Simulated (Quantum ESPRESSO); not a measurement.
# Magnetic state of MnCuAs from several starts, part 2 of 2

Aim: find out which collinear order of MnCuAs costs least.

Quantum ESPRESSO 7.5; PBEsol; plane waves with GBRV 1.5 PBEsol potentials, no spin-orbit coupling.

So far, absolute magnetization (μB): step 2 (run 1, typed as ferro ++) 7.59.

### Step 3. Start 2: antiferro +− (continued)

Spin moment in the atom's sphere by atom:

| atom | spin moment in the atom's sphere (μB) |
| --- | --- |
| Mn1 | 3.37 |
| Mn2 | -3.37 |
| Cu3 | 0.00 |
| Cu4 | 0.00 |
| As5 | 0.00 |
| As6 | 0.00 |

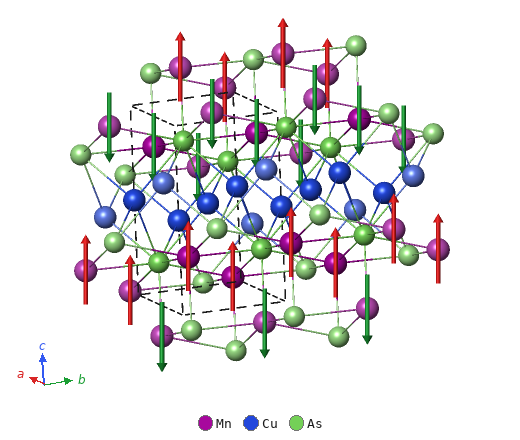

Spin moment in the atom's sphere as arrows, the longest 3.37 μB. Up and down stand for the sign. Arrows give size and sign along the axis of quantisation, drawn up and down the page. The two directions have two colours. 1×2×1 cells are drawn. Some periodic images of atoms are drawn too.

Read from the output:

```yaml
smearing_term_ts: 0.07675 eV
magnetization: 0 μB
absolute_magnetization: 7.591 μB
final_state: antiferromagnetic
```

### Step 4. Run 3 (antiferro q=(0,0,1/2) +−+−)

This order needs a doubled cell of 12 atoms. The wavevector q is in fractions of the reciprocal vectors of the crystal's primitive cell, as the cells of these inputs are built from it; moments change sign between cells as cos(2π q·R).

pw.in

```
&CONTROL
  calculation = 'scf'
  prefix = 'pwscf'
  outdir = './tmp'
  pseudo_dir = './pseudo'
  disk_io = 'nowf'
/
&SYSTEM
  ibrav = 0
  celldm(1) = 8
  nat = 12
  ntyp = 4
  ecutwfc = 40
  ecutrho = 280
  nbnd = 96
  occupations = 'smearing'
  smearing = 'fd'
  degauss = 0.00734986
  nspin = 2
  starting_magnetization(1) = 0.2333
  starting_magnetization(2) = -0.2333
  starting_magnetization(3) = 0
  starting_magnetization(4) = 0
/
&ELECTRONS
  conv_thr = 2.4d-08
  electron_maxstep = 150
  mixing_beta = 0.3
/
ATOMIC_SPECIES
Mn1    54.9380 mn_pbesol_v1.5.uspp.F.UPF
Mn2    54.9380 mn_pbesol_v1.5.uspp.F.UPF
Cu     63.5460 cu_pbesol_v1.2.uspp.F.UPF
As     74.9216 as_pbesol_v1.uspp.F.UPF
CELL_PARAMETERS alat
   0.8738780988147    0.0000000000000    0.0000000000000
   0.0000000000000    0.8738780988147    0.0000000000000
   0.0000000000000    0.0000000000000    3.0275406177566
ATOMIC_POSITIONS crystal
Mn1     0.0000000000    0.5000000000    0.0820100000
Mn2     0.0000000000    0.5000000000    0.5820100000
Mn1     0.5000000000    0.0000000000    0.4179900000
Mn2     0.5000000000    0.0000000000    0.9179900000
Cu      0.0000000000    0.0000000000    0.2500000000
Cu      0.0000000000    0.0000000000    0.7500000000
Cu      0.5000000000    0.5000000000    0.2500000000
Cu      0.5000000000    0.5000000000    0.7500000000
As      0.0000000000    0.5000000000    0.3881230000
As      0.0000000000    0.5000000000    0.8881230000
As      0.5000000000    0.0000000000    0.1118770000
As      0.5000000000    0.0000000000    0.6118770000
K_POINTS automatic
10 10 3 0 0 0
```

Command:

```console
$ OMP_NUM_THREADS=1 mpirun -n 4 pw.x -nk 4 -in pw.in > pw.out
```

The log of the run:

```text
     [... lines left out ...]
Program PWSCF v.7.5 starts
     [... lines left out ...]
     number of atoms/cell      =           12
     [... lines left out ...]
     number of electrons       =       156.00
     number of Kohn-Sham states=           96
     kinetic-energy cutoff     =      40.0000  Ry
     charge density cutoff     =     280.0000  Ry
     scf convergence threshold =      2.4E-08
     [... lines left out ...]
     16 Sym. Ops., with inversion, found (12 have fractional translation)
     [... lines left out ...]
     number of k points=    42  Fermi-Dirac smearing, width (Ry)=  0.0073
     [... lines left out ...]
     iteration # 21     ecut=    40.00 Ry     beta= 0.30
     [... lines left out ...]
     Magnetic moment per site  (integrated on atomic sphere of radius R)
     atom   1 (R=0.242)  charge= 13.1526  magn=  3.3818
     atom   2 (R=0.242)  charge= 13.1527  magn= -3.3819
     atom   3 (R=0.242)  charge= 13.1526  magn=  3.3818
     atom   4 (R=0.242)  charge= 13.1527  magn= -3.3819
     atom   5 (R=0.249)  charge= 17.8108  magn=  0.0355
     atom   6 (R=0.249)  charge= 17.8108  magn= -0.0355
     atom   7 (R=0.249)  charge= 17.8108  magn=  0.0355
     atom   8 (R=0.249)  charge= 17.8108  magn= -0.0355
     atom   9 (R=0.242)  charge=  2.8139  magn=  0.0163
     atom  10 (R=0.242)  charge=  2.8139  magn= -0.0163
     atom  11 (R=0.242)  charge=  2.8139  magn=  0.0163
     atom  12 (R=0.242)  charge=  2.8139  magn= -0.0163
     [... lines left out ...]
     the Fermi energy is    13.6078 ev
!    total energy              =   -2618.30308857 Ry
     estimated scf accuracy    <       0.00000001 Ry
     smearing contrib. (-TS)   =      -0.01311045 Ry
     [... lines left out ...]
     total magnetization       =    -0.00 Bohr mag/cell
     absolute magnetization    =    15.35 Bohr mag/cell
     convergence has been achieved in  21 iterations
```

Run time: 16 min. Hardware: 4 MPI ranks of Intel Xeon at 2.50GHz (Skylake/Cascade Lake), shared host; peak memory 1.4 GiB.

Spin moment in the atom's sphere by atom:

| atom | spin moment in the atom's sphere (μB) |
| --- | --- |
| Mn1 | 3.38 |
| Mn2 | -3.38 |
| Mn3 | 3.38 |
| Mn4 | -3.38 |
| Cu5 | 0.04 |
| Cu6 | -0.04 |
| Cu7 | 0.04 |
| Cu8 | -0.04 |
| As9 | 0.02 |
| As10 | -0.02 |
| As11 | 0.02 |
| As12 | -0.02 |

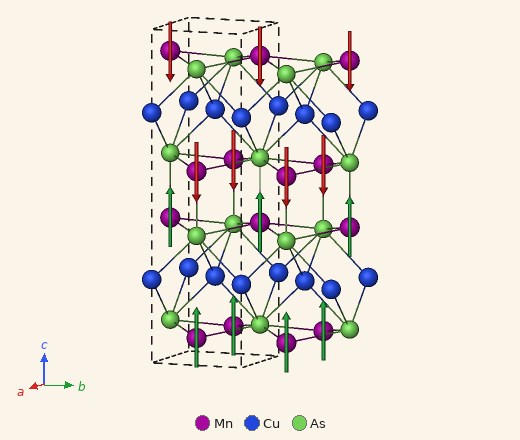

Spin moment in the atom's sphere as arrows, the longest 3.38 μB. Up and down stand for the sign. Arrows give size and sign along the axis of quantisation, drawn up and down the page. The two directions have two colours. 1×2×1 cells are drawn. Some periodic images of atoms are drawn too.

Read from the output:

| Item | Value |
| --- | --- |
| smearing term TS | 0.1784 eV |
| magnetization | 0 μB |
| absolute magnetization | 15.35 μB |
| final state | antiferromagnetic |

### Step 5. The states side by side

An order is kept where moments of 0.15 μB or more survive with the typed signs; meshes match where a doubled cell samples the same k points as the first cell.

Orders:

| start | final state | typed order kept | energy over the lowest (meV a seeded atom) | largest site moment (μB) | net moment (μB a cell of the first run) | mesh matched | CPU time (s) |
| --- | --- | --- | --- | --- | --- | --- | --- |
| ferro ++ | ferromagnetic | yes | 140.9 | 3.378 | 7.186 | yes | 1196 |
| antiferro +- | antiferromagnetic | yes | 0 | 3.368 | 0 | yes | 1216 |
| antiferro q=(0,0,1/2) +-+- | antiferromagnetic | yes | 30.57 | 3.382 | 0 | yes | 3736 |

### Step 6. Results

```yaml
lowest_state_found: antiferromagnetic (from antiferro +-)
largest_site_moment: 3.37 μB
next_state_with_moments: antiferromagnetic, 30.6 meV a seeded atom higher
```

This is the lowest of 3 collinear or spinless starts, no proof of the ground state. Energies are free energies at an electronic temperature of 1160 K, which lowers moments and differences where the moments are itinerant.

[Logs and program files are shortened in this print: banners, set-up blocks, solver, clock and traceback lines can be left out without a mark of their own.]

[Logs are printed without paths, hosts, clocks, repeated set-up lines and the standing remarks that a program may print on its own settings, such as how far it seeks lower states.]

[Hosts, paths, dates, database ids (printed as entryN), source tags and the programs' standing remarks are cut or masked in the printed files.]

[Where a cell is said to come from a database of computed structures, the database is the Materials Project.]
